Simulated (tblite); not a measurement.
# C5H9F3SeSi: the cost of one run

Programs: tblite 0.8.0 and PySCF 2.14.0, with density-fitted response routines of our own. Each step states its level of theory. These are calculated values for one molecule in the gas phase, unless marked as measured. Atoms count from 0, in the outputs and in this text.

## 1. Starting geometry

19 atoms, charge 0, multiplicity 1; geometry from: force field or distance geometry start.

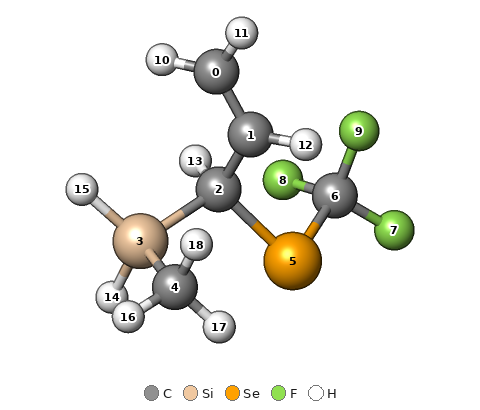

As it starts; carbon grey, silicon light orange, selenium orange, fluorine green, hydrogen white, atoms numbered.

## 2. Geometry optimisation with GFN2-xTB

What the job is given:

```
{"job": {"kind": "relax", "xc": "GFN2-xTB", "basis": "xTB"}, "charge": 0, "multiplicity": 1}
C      1.115700     1.857900     0.968700
C      0.687200     0.597200     0.882100
C      0.268300    -0.020400    -0.410700
Si    -1.428200     0.643700    -0.921200
C     -2.680200     0.305600     0.442400
Se     0.143800    -1.964800    -0.257700
C      2.067000    -2.241800    -0.497000
F      2.346600    -3.589500    -0.377500
F      2.458800    -1.810600    -1.744400
F      2.768700    -1.560100     0.480500
H      1.128900     2.493600     0.087200
H      1.422300     2.267200     1.924100
H      0.691700    -0.013200     1.802400
H      0.986800     0.243200    -1.217700
H     -1.862600    -0.015000    -2.151500
H     -1.341500     2.086600    -1.131100
H     -3.665200     0.710800     0.129300
H     -2.762700    -0.790800     0.607500
H     -2.355400     0.809500     1.377100
```

Started as:

```bash
$ OMP_NUM_THREADS=1 python probes_run.py task.json out
```

One launch serves the whole session: the jobs run in the order shown.

Q: Estimate the wall time and peak memory of this first job on 1 thread of Arm Neoverse N1, shared host.

About 2.4 s, with a peak of 0.18 GiB.
